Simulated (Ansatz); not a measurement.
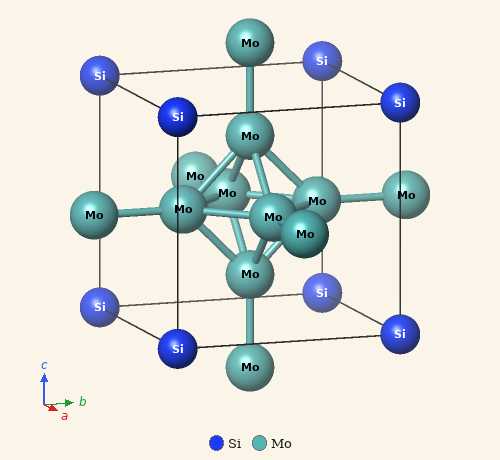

The compound is SiMo₆ (space group Pm-3m, No. 221), taken as coordinates from a relaxation with DFT PBE, scalar-relativistic, plane waves, PAW (Ansatz 0.2.0); the starting structure was generated, so it need not be a known form of this composition.

Bonds are taken as Mo–Mo below 2.9 Å. Simplification: prune 0- and 1-connected atoms, fold 2-connected ones into links.

What kind of net remains, and which atoms are its nodes?

A uninodal 5-connected, three-periodic net: Mo is a 5-connected node. Si drops out.

Is the net interpenetrated?

It is a single net, without interpenetration.

How many nodes does the smallest cycle have?

Three.

Give the point symbol of each node (shortest cycle at each angle).

Mo: 3⁴·4²·8⁴.

The simplified net, drawn on the atoms' positions. Nodes are coloured by element. Edges to nodes outside the piece are drawn as stubs.

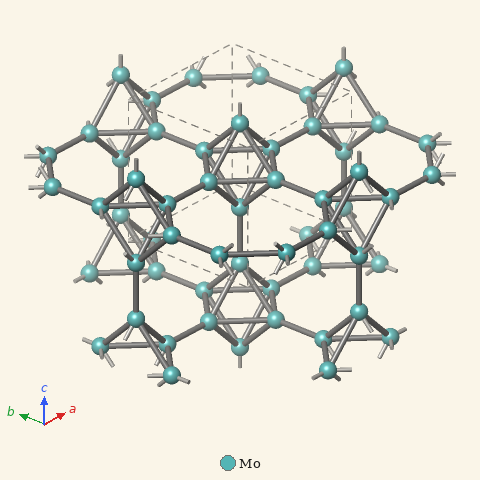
